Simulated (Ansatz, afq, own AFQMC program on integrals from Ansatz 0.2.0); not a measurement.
**CH₅Si (doublet): AFQMC on the coupled-cluster ladder at distance Si1–C2 = 1.840 Å, 6-31G**

Aim: compute CH₅Si (doublet) with auxiliary-field quantum Monte Carlo on the same integrals as coupled cluster, and set the energies side by side.

Computed with Ansatz 0.2.0, Gaussian basis, and an in-house AFQMC program (afq) on its integrals; all values are calculated. Level: 6-31G, frozen cores.

To be run: PBE (unrestricted); r2SCAN (unrestricted); PBE0 (unrestricted); B3LYP (unrestricted); wB97M-V (unrestricted); B2PLYP (unrestricted); CCSD(T) on UHF; CCSDT(Q) on UHF; Phaseless AFQMC, CISD trial on UHF; Phaseless AFQMC, single-determinant trial on UHF; Free-projection AFQMC, CISD trial on UHF; Phaseless AFQMC, single-determinant trial on UHF; Phaseless AFQMC, single-determinant trial on UHF.

## (1) The system

The geometry derives from a PBE0/def2-TZVP stationary point (not a proven minimum). One bond is set to the value named and the two fragments are kept rigid.

7 atoms, charge 0, spin multiplicity 2.

Atoms are counted from 1 here; the program's logs count them from 0.

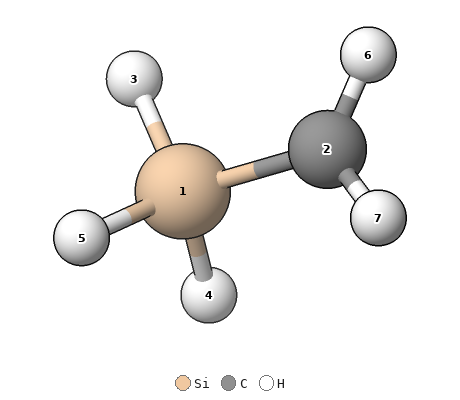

The geometry (silicon light orange, carbon grey, hydrogen white); atoms are numbered from 1 in the order of the file.

## (2) PBE (unrestricted)

Input file in.yaml:

```yaml
crystal:
  periodic: [false, false, false]
  atoms:
    - {symbol: Si, position_ang: [0.000000, 0.001856, 0.562811]}
    - {symbol: C, position_ang: [0.000000, -0.002175, -1.277523]}
    - {symbol: H, position_ang: [0.000000, 1.397181, 1.073628]}
    - {symbol: H, position_ang: [-1.199047, -0.704819, 1.095746]}
    - {symbol: H, position_ang: [1.199047, -0.704819, 1.095746]}
    - {symbol: H, position_ang: [0.000000, 0.907588, -1.868429]}
    - {symbol: H, position_ang: [0.000000, -0.920921, -1.855917]}
basis:
  gaussian: {orbitals: 6-31G}
magnetization: {spin_polarized: true, initial_magnetization: 1}
hamiltonian: {xc: {name: PBE}}
output: {orbitals: {seedname: orbitals}}
```

Launch:

```console
> ansatz run in.yaml --threads 1 --pin off --events-out ev --progress --plain --max-ram 1382MiB
```

What it wrote:

```text
Functional definition: PBE
  name "PBE"
  cite "Perdew, Burke & Ernzerhof, Phys. Rev. Lett. 77, 3865 (1996) doi:10.1103/PhysRevLett.77.3865"
  parent pbe
  parameter kappa = 0.804
  parameter beta = 0.06672455060314922
  exchange = pbe_x(kappa = kappa, mu = beta*pi^2/3)
  correlation = pbe_c(beta = beta)
427 factors; integrals over basis functions are off by at most 2.6e-4 eV
mean field evaluation 1: about -8983.2130 eV, gradient 2.5e1 eV
mean field evaluation 2: about -8978.7341 eV, gradient 3.6e1 eV
mean field evaluation 4: about -8986.6826 eV, gradient 6.0e-1 eV
mean field evaluation 8: about -8986.6786 eV, gradient 9.4e-3 eV
mean field -8986.67864513 eV, -330.2543488189 hartree, gradient 1.5e-5 eV, S^2 0.753272; 0 other end points of the search recorded, 0 dependent functions left out
reference -8986.67867353 eV, -330.2543498627 hartree; 13, 12 occupied and 19, 20 virtual orbitals, 427 factors
Total energy: -8986.67867353 eV, -330.2543498627 hartree
```

Wall time 1.6 s (1 thread of Arm Neoverse N1, shared host).

From the report: ⟨S²⟩ of the determinant 0.753 (pure doublet: 0.75).

## (3) r2SCAN (unrestricted)

Changes to in.yaml since step 2:

```diff
@@ -13,3 +13,2 @@
 magnetization: {spin_polarized: true, initial_magnetization: 1}
-hamiltonian: {xc: {name: PBE}}
-output: {orbitals: {seedname: orbitals}}
+hamiltonian: {xc: {name: r2SCAN}}
```

Launched as before.

What it wrote:

```text
Functional definition: r2SCAN
  name "r2SCAN"
  cite "Furness, Kaplan, Ning, Perdew & Sun, J. Phys. Chem. Lett. 11, 8208 (2020) doi:10.1021/acs.jpclett.0c02405"
  cite "Furness, Kaplan, Ning, Perdew & Sun, J. Phys. Chem. Lett. 11, 9248 (2020) doi:10.1021/acs.jpclett.0c03077"
  parent r2scan
  parameter k0 = 0.174
  parameter k1 = 0.065
  parameter a1 = 4.9479
  exchange = r2scan_x(k0 = k0, k1 = k1, a1 = a1)
  correlation = r2scan_c
427 factors; integrals over basis functions are off by at most 2.6e-4 eV
mean field evaluation 1: about -8988.5052 eV, gradient 2.2e1 eV
mean field evaluation 2: about -8986.7803 eV, gradient 2.7e1 eV
mean field evaluation 4: about -8991.1417 eV, gradient 3.4e-1 eV
mean field evaluation 8: about -8991.1351 eV, gradient 7.4e-3 eV
mean field -8991.13507159 eV, -330.4181194705 hartree, gradient 4.1e-5 eV, S^2 0.756295; 0 other end points of the search recorded, 0 dependent functions left out
reference -8991.13508073 eV, -330.4181198066 hartree; 13, 12 occupied and 19, 20 virtual orbitals, 427 factors
Total energy: -8991.13508073 eV, -330.4181198066 hartree
```

Wall time 3.5 s (1 thread of Arm Neoverse N1, shared host).

From the report: ⟨S²⟩ of the determinant 0.756 (pure doublet: 0.75).

## (4) PBE0 (unrestricted)

Changes to in.yaml since step 3:

```diff
@@ -13,2 +13,3 @@
 magnetization: {spin_polarized: true, initial_magnetization: 1}
-hamiltonian: {xc: {name: r2SCAN}}
+hamiltonian: {xc: {name: PBE0}}
+output: {orbitals: {seedname: orbitals}}
```

The command is unchanged.

What it wrote:

```text
Functional definition: PBE0
  name "PBE0"
  cite "Adamo & Barone, J. Chem. Phys. 110, 6158 (1999) doi:10.1063/1.478522"
  cite "Perdew, Burke & Ernzerhof, Phys. Rev. Lett. 77, 3865 (1996) doi:10.1103/PhysRevLett.77.3865"
  parent pbe
  parameter a = 0.25
  parameter kappa = 0.804
  parameter beta = 0.06672455060314922
  exchange = (1 - a)*pbe_x(kappa = kappa, mu = beta*pi^2/3) + a*exact_x
  correlation = pbe_c(beta = beta)
427 factors; integrals over basis functions are off by at most 2.6e-4 eV
mean field evaluation 1: about -8985.7198 eV, gradient 1.9e1 eV
mean field evaluation 2: about -8985.4392 eV, gradient 2.0e1 eV
mean field evaluation 4: about -8987.6248 eV, gradient 8.1e-1 eV
mean field evaluation 8: about -8987.7432 eV, gradient 8.0e-2 eV
mean field evaluation 16: about -8987.7433 eV, gradient 3.0e-5 eV
mean field -8987.74326597 eV, -330.2934729131 hartree, gradient 3.0e-5 eV, S^2 0.754495; 0 other end points of the search recorded, 0 dependent functions left out
reference -8987.74328709 eV, -330.2934736894 hartree; 13, 12 occupied and 19, 20 virtual orbitals, 427 factors
Total energy: -8987.74328709 eV, -330.2934736894 hartree
```

Wall time 2.1 s (1 thread of Arm Neoverse N1, shared host).

From the report: ⟨S²⟩ of the determinant 0.754 (pure doublet: 0.75).

## (5) B3LYP (unrestricted)

Changes to in.yaml since step 4:

```diff
@@ -13,3 +13,2 @@
 magnetization: {spin_polarized: true, initial_magnetization: 1}
-hamiltonian: {xc: {name: PBE0}}
-output: {orbitals: {seedname: orbitals}}
+hamiltonian: {xc: {name: B3LYP}}
```

The command is unchanged.

What it wrote:

```text
Functional definition: B3LYP
  name "B3LYP"
  cite "Stephens, Devlin, Chabalowski & Frisch, J. Phys. Chem. 98, 11623 (1994) doi:10.1021/j100096a001"
  cite "Becke, Phys. Rev. A 38, 3098 (1988) doi:10.1103/PhysRevA.38.3098"
  cite "Lee, Yang & Parr, Phys. Rev. B 37, 785 (1988) doi:10.1103/PhysRevB.37.785"
  cite "Vosko, Wilk & Nusair, Can. J. Phys. 58, 1200 (1980) doi:10.1139/p80-159"
  parameter a0 = 0.2
  parameter ax = 0.72
  parameter ac = 0.81
  exchange = (1 - a0 - ax)*slater_x + ax*b88_x + a0*exact_x
  correlation = (1 - ac)*vwn_rpa_c + ac*lyp_c
427 factors; integrals over basis functions are off by at most 2.6e-4 eV
mean field evaluation 1: about -8990.7295 eV, gradient 2.1e1 eV
mean field evaluation 2: about -8989.8349 eV, gradient 2.4e1 eV
mean field evaluation 4: about -8993.1698 eV, gradient 2.3e-1 eV
mean field evaluation 8: about -8993.2605 eV, gradient 2.0e-2 eV
mean field evaluation 16: about -8993.2605 eV, gradient 2.7e-5 eV
mean field -8993.26045713 eV, -330.4962259488 hartree, gradient 2.7e-5 eV, S^2 0.753822; 0 other end points of the search recorded, 0 dependent functions left out
reference -8993.26065307 eV, -330.4962331494 hartree; 13, 12 occupied and 19, 20 virtual orbitals, 427 factors
Total energy: -8993.26065307 eV, -330.4962331494 hartree
```

Run time: 2.1 s. Hardware: 1 thread of Arm Neoverse N1, shared host.

From the report: ⟨S²⟩ of the determinant 0.754 (pure doublet: 0.75).

## (6) wB97M-V (unrestricted)

Changes to in.yaml since step 5:

```diff
@@ -13,2 +13,3 @@
 magnetization: {spin_polarized: true, initial_magnetization: 1}
-hamiltonian: {xc: {name: B3LYP}}
+hamiltonian: {xc: {name: wB97M-V}}
+output: {orbitals: {seedname: orbitals}}
```

Same command.

What it wrote:

```text
Functional definition: wB97M-V
  name "wB97M-V"
  cite "Mardirossian & Head-Gordon, J. Chem. Phys. 144, 214110 (2016) doi:10.1063/1.4952647"
  cite "Becke, J. Chem. Phys. 107, 8554 (1997) doi:10.1063/1.475007"
  cite "Vydrov & Van Voorhis, J. Chem. Phys. 133, 244103 (2010) doi:10.1063/1.3521275"
  # Of w^i u^j: cxij and so on, Table III.
  parameter omega = 0.3/bohr
  parameter cx = 0.15
  parameter cx01 = 1.007
  parameter cx10 = 0.259
  parameter css00 = 0.443
  parameter css04 = -1.437
  parameter css10 = -4.535
  parameter css20 = -3.390
  parameter css43 = 4.278
  parameter cos00 = 1.000
  parameter cos10 = 1.358
  parameter cos20 = 2.924
  parameter cos21 = -8.812
  parameter cos60 = -1.390
  parameter cos61 = 9.142
  parameter b = 6.0
  parameter c = 0.01
  gx(w, u) = 1 - cx + cx01*u + cx10*w
  gss(w, u) = css00 + css04*u^4 + css10*w + css20*w^2 + css43*w^4*u^3
  gos(w, u) = cos00 + cos10*w + (cos20 + cos21*u)*w^2 + (cos60 + cos61*u)*w^6
  exchange = spin_sum(e_x_unif_sr(omega)*gx(b97_w, b97_u_x)) + cx*exact_x_sr(omega) + exact_x_lr(omega)
  correlation = spin_sum(e_c_pw_mod_same_spin*gss(b97_w, b97_u_same))
      + integral(e_c_pw_mod_opposite_spin*gos(b97_w_opposite, b97_u_opposite)) + vv10(b, c)
427 factors; integrals over basis functions are off by at most 2.6e-4 eV
168 factors; integrals over basis functions are off by at most 4.2e-6 eV
mean field evaluation 1: about -8989.7572 eV, gradient 1.4e1 eV
mean field evaluation 2: about -8990.3471 eV, gradient 9.2e0 eV
mean field evaluation 4: about -8990.8144 eV, gradient 1.9e-1 eV
mean field evaluation 8: about -8990.8806 eV, gradient 2.0e-2 eV
mean field evaluation 16: about -8990.8806 eV, gradient 7.7e-5 eV
mean field -8990.88064533 eV, -330.4087694783 hartree, gradient 7.7e-5 eV, S^2 0.753511; 0 other end points of the search recorded, 0 dependent functions left out
reference -8990.88067899 eV, -330.4087707150 hartree; 13, 12 occupied and 19, 20 virtual orbitals, 427 factors
Total energy: -8990.88067899 eV, -330.4087707150 hartree
```

Wall time 9.5 s (1 thread of Arm Neoverse N1, shared host).

From the report: ⟨S²⟩ of the determinant 0.754 (pure doublet: 0.75).

## (7) B2PLYP (unrestricted)

Changes to in.yaml since step 6:

```diff
@@ -13,3 +13,3 @@
 magnetization: {spin_polarized: true, initial_magnetization: 1}
-hamiltonian: {xc: {name: wB97M-V}}
-output: {orbitals: {seedname: orbitals}}
+hamiltonian: {xc: {name: B2PLYP}}
+correlation: {electrons: outside_noble_gas}
```

The command is unchanged.

What it wrote:

```text
Functional definition: B2PLYP
  name "B2PLYP"
  cite "Grimme, J. Chem. Phys. 124, 034108 (2006) doi:10.1063/1.2148954"
  cite "Becke, Phys. Rev. A 38, 3098 (1988) doi:10.1103/PhysRevA.38.3098"
  cite "Lee, Yang & Parr, Phys. Rev. B 37, 785 (1988) doi:10.1103/PhysRevB.37.785"
  parameter a = 0.53
  parameter c = 0.27
  exchange = (1 - a)*b88_x + a*exact_x
  correlation = (1 - c)*lyp_c + c*(mp2_os + mp2_ss)
427 factors; integrals over basis functions are off by at most 2.6e-4 eV
mean field evaluation 1: about -8984.1185 eV, gradient 1.4e1 eV
mean field evaluation 2: about -8984.1163 eV, gradient 1.4e1 eV
mean field evaluation 4: about -8985.3058 eV, gradient 7.7e-1 eV
mean field evaluation 8: about -8985.3159 eV, gradient 2.0e-2 eV
mean field evaluation 16: about -8985.3159 eV, gradient 3.9e-6 eV
mean field -8985.31588017 eV, -330.2042681305 hartree, gradient 3.9e-6 eV, S^2 0.756358; 0 other end points of the search recorded, 0 dependent functions left out
6 core orbitals not correlated: weight in the atoms' cores, before any rotation towards them, 1.000 or more for the frozen orbitals, at most 0.000 for the correlated occupied ones
reference -8985.31600425 eV, -330.2042726904 hartree; 7, 6 occupied and 19, 20 virtual orbitals, 427 factors
second order -4.36819578 eV of doubles, -0.00000000 eV of singles
Total energy: -8986.49541711 eV, -330.2476153135 hartree
```

It took 2 s on 1 thread of Arm Neoverse N1, shared host.

From the report: ⟨S²⟩ of the determinant 0.756 (pure doublet: 0.75).

## (8) CCSD(T) on UHF

Changes to in.yaml since step 7:

```diff
@@ -13,3 +13,2 @@
 magnetization: {spin_polarized: true, initial_magnetization: 1}
-hamiltonian: {xc: {name: B2PLYP}}
-correlation: {electrons: outside_noble_gas}
+correlation: {method: ccsd_t, electrons: outside_noble_gas, hamiltonian_folder: ham}
```

The command is unchanged.

What it wrote:

```text
Functional definition: HF
  name "HF"
  cite "Fock, Z. Phys. 61, 126 (1930) doi:10.1007/BF01340294"
  parent pbe
  exchange = exact_x
  correlation = 0
427 factors; integrals over basis functions are off by at most 2.6e-4 eV
mean field evaluation 1: about -8967.2918 eV, gradient 1.1e1 eV
mean field evaluation 2: about -8967.2933 eV, gradient 1.1e1 eV
mean field evaluation 4: about -8968.2814 eV, gradient 1.3e0 eV
mean field evaluation 8: about -8968.3052 eV, gradient 5.4e-3 eV
mean field evaluation 16: about -8968.3034 eV, gradient 4.0e-2 eV
mean field -8968.30517870 eV, -329.5791363816 hartree, gradient 8.5e-6 eV, S^2 0.762909; 0 other end points of the search recorded, 0 dependent functions left out
6 core orbitals not correlated: weight in the atoms' cores, before any rotation towards them, 1.000 or more for the frozen orbitals, at most 0.000 for the correlated occupied ones
reference -8968.30517870 eV, -329.5791363816 hartree; 7, 6 occupied and 19, 20 virtual orbitals, 427 factors
second order -3.46079943 eV of doubles, -0.00000000 eV of singles
cycle   1  -4.07195217 eV  change   -6.1e-1 eV  update   6.1e-2
cycle   2  -4.34995809 eV  change   -2.8e-1 eV  update   2.5e-2
cycle   3  -4.37252332 eV  change   -2.3e-2 eV  update   7.7e-3
cycle   4  -4.37378178 eV  change   -1.3e-3 eV  update   3.2e-3
cycle   5  -4.37519616 eV  change   -1.4e-3 eV  update   1.3e-3
cycle   6  -4.37537050 eV  change   -1.7e-4 eV  update   3.6e-4
cycle   7  -4.37543329 eV  change   -6.3e-5 eV  update   1.4e-4
cycle   8  -4.37543576 eV  change   -2.5e-6 eV  update   6.2e-5
cycle   9  -4.37540679 eV  change    2.9e-5 eV  update   2.4e-5
cycle  10  -4.37540618 eV  change    6.1e-7 eV  update   7.5e-6
perturbative correction -0.06831585 eV, -0.0025105612 hartree
Total energy: -8972.74890073 eV, -329.7424401540 hartree
```

Wall time 1.1 s (1 thread of Arm Neoverse N1, shared host).

From the report: ⟨S²⟩ of the determinant 0.763 (pure doublet: 0.75); correlation -4.4437 eV; T1 0.011; largest double amplitude 0.03.

This run also writes the integrals to the folder ham.

## (9) CCSDT(Q) on UHF

Changes to in.yaml since step 8:

```diff
@@ -13,2 +13,2 @@
 magnetization: {spin_polarized: true, initial_magnetization: 1}
-correlation: {method: ccsd_t, electrons: outside_noble_gas, hamiltonian_folder: ham}
+correlation: {method: ccsdt_q, electrons: outside_noble_gas}
```

Launched as before.

What it wrote:

```text
Functional definition: HF
  name "HF"
  cite "Fock, Z. Phys. 61, 126 (1930) doi:10.1007/BF01340294"
  parent pbe
  exchange = exact_x
  correlation = 0
746 factors; integrals over basis functions are off by at most 1.5e-7 eV
mean field evaluation 1: about -8967.2917 eV, gradient 1.1e1 eV
mean field evaluation 2: about -8967.2934 eV, gradient 1.1e1 eV
mean field evaluation 4: about -8968.2816 eV, gradient 1.3e0 eV
mean field evaluation 8: about -8968.3053 eV, gradient 5.4e-3 eV
mean field evaluation 16: about -8968.3033 eV, gradient 4.0e-2 eV
mean field -8968.30533975 eV, -329.5791423001 hartree, gradient 8.5e-6 eV, S^2 0.762909; 0 other end points of the search recorded, 0 dependent functions left out
6 core orbitals not correlated: weight in the atoms' cores, before any rotation towards them, 1.000 or more for the frozen orbitals, at most 0.000 for the correlated occupied ones
reference -8968.30533975 eV, -329.5791423001 hartree; 7, 6 occupied and 19, 20 virtual orbitals, 746 factors
second order -3.46084995 eV of doubles, -0.00000000 eV of singles
cycle   1  -4.07197135 eV  change   -6.1e-1 eV  update   6.5e-2
cycle   2  -4.41715617 eV  change   -3.5e-1 eV  update   2.8e-2
cycle   3  -4.45342633 eV  change   -3.6e-2 eV  update   1.0e-2
cycle   4  -4.45720559 eV  change   -3.8e-3 eV  update   4.9e-3
cycle   5  -4.45916293 eV  change   -2.0e-3 eV  update   2.1e-3
cycle   6  -4.45948815 eV  change   -3.3e-4 eV  update   8.7e-4
cycle   7  -4.45971073 eV  change   -2.2e-4 eV  update   3.5e-4
cycle   8  -4.45984769 eV  change   -1.4e-4 eV  update   1.5e-4
cycle   9  -4.45980252 eV  change    4.5e-5 eV  update   7.4e-5
cycle  10  -4.45976495 eV  change    3.8e-5 eV  update   3.4e-5
cycle  11  -4.45977250 eV  change   -7.6e-6 eV  update   1.2e-5
cycle  12  -4.45977017 eV  change    2.3e-6 eV  update   5.0e-6
cycle  13  -4.45977273 eV  change   -2.6e-6 eV  update   1.9e-6
cycle  14  -4.45977220 eV  change    5.2e-7 eV  update   8.6e-7
perturbative correction -0.00405007 eV, -0.0001488373 hartree
Total energy: -8972.76916202 eV, -329.7431847428 hartree
```

Wall time 13 s (1 thread of Arm Neoverse N1, shared host).

From the report: ⟨S²⟩ of the determinant 0.763 (pure doublet: 0.75); correlation -4.4638 eV; T1 0.011; largest double amplitude 0.03.

## (10) Phaseless AFQMC, CISD trial on UHF

It reads the integrals that the CCSD(T) run on this determinant wrote.

Launch:

```console
> afq ham --method phaseless --trial cisd --walkers 60 --populations 1 --least-time 40 --time-step 0.005 --steps-per-block 50 --equilibration-blocks 28 --max-blocks 300 --target-error 0.00043 --factor-cut 1e-05 --start spin_pure --seed 9106 --release-times 0.24,0.51,0.99,1.62,2.4 --release-step 0.03 --release-every 4 --taylor-order 6
```

What it wrote:

```text
orbitals 26  electrons 7 6  factors 194 of 427
reference energy -329.57913638 Eh
CCSD correlation -0.16079307 Eh in 10 cycles, weight of the determinant in the CISD state 0.9096
energy of the start -329.739716 Eh
 block  time / (1/Eh)  mean weight  energy / Eh
     1     0.250  0.9999  -329.737954
     2     0.500  1.0002  -329.738020
     3     0.750  0.9993  -329.739537
     4     1.000  0.9998  -329.741729
     5     1.250  1.0004  -329.740990
     6     1.500  0.9991  -329.743959
     7     1.750  1.0005  -329.745210
     8     2.000  0.9992  -329.745342
     9     2.250  0.9980  -329.743761
    10     2.500  1.0000  -329.744341
    13     3.250  1.0006  -329.740894
    17     4.250  1.0009  -329.742362
    21     5.250  1.0006  -329.745056
    25     6.250  0.9993  -329.741300
    29     7.250  0.9994  -329.741646
    33     8.250  1.0000  -329.743763
    37     9.250  0.9990  -329.744491
    41    10.250  0.9981  -329.743816
    45    11.250  1.0010  -329.748623
    49    12.250  0.9997  -329.741838
    53    13.250  0.9991  -329.741012
    57    14.250  1.0003  -329.742657
    61    15.250  0.9989  -329.741791
    65    16.250  1.0005  -329.742268
    69    17.250  0.9998  -329.741026
    73    18.250  0.9992  -329.743185
    77    19.250  0.9996  -329.742736
    81    20.250  0.9999  -329.742064
    85    21.250  0.9997  -329.740443
    89    22.250  1.0024  -329.742040
    93    23.250  0.9981  -329.741529
    97    24.250  0.9984  -329.741283
   101    25.250  1.0013  -329.741847
   105    26.250  1.0007  -329.742554
   109    27.250  0.9997  -329.740635
   113    28.250  0.9997  -329.742505
   117    29.250  0.9983  -329.744849
   121    30.250  1.0000  -329.742209
   125    31.250  0.9989  -329.741301
   129    32.250  0.9971  -329.741948
   133    33.250  0.9994  -329.744086
   137    34.250  1.0019  -329.741459
   141    35.250  1.0006  -329.744949
   145    36.250  1.0000  -329.741499
   149    37.250  1.0016  -329.741268
   153    38.250  0.9996  -329.742288
   157    39.250  1.0000  -329.741919
   161    40.250  1.0018  -329.743393
   165    41.250  0.9998  -329.743986
   169    42.250  1.0006  -329.744648
   173    43.250  0.9999  -329.747607
   177    44.250  1.0004  -329.742309
   181    45.250  1.0011  -329.741019
   185    46.250  0.9980  -329.742471
blocks merged  error / Eh  count
     1  0.000159  160
     2  0.000189  80
     4  0.000245  40
     8  0.000222  20
    16  0.000191  10
released: time / (1/Eh)  energy / Eh  error  mean overlap
  0.24  -329.742905  0.000253  1.0057
  0.51  -329.743744  0.000302  0.9926
  0.99  -329.743037  0.000223  1.0105
  1.62  -329.743199  0.000222  1.0031
  2.40  -329.742595  0.000264  1.0254
energy -329.742949 +/- 0.000245 Eh
```

Run time: 4.6 min. Hardware: 1 thread of Arm Neoverse N1, shared host.

Energy -8972.7627 ± 0.0067 eV. Caveats: constraint bias not in the error.

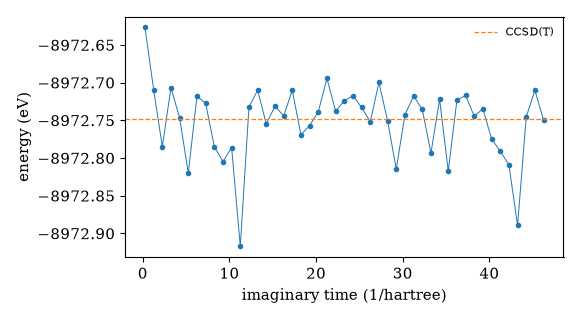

Block energies along the walk.

[end of part 1 of 2]
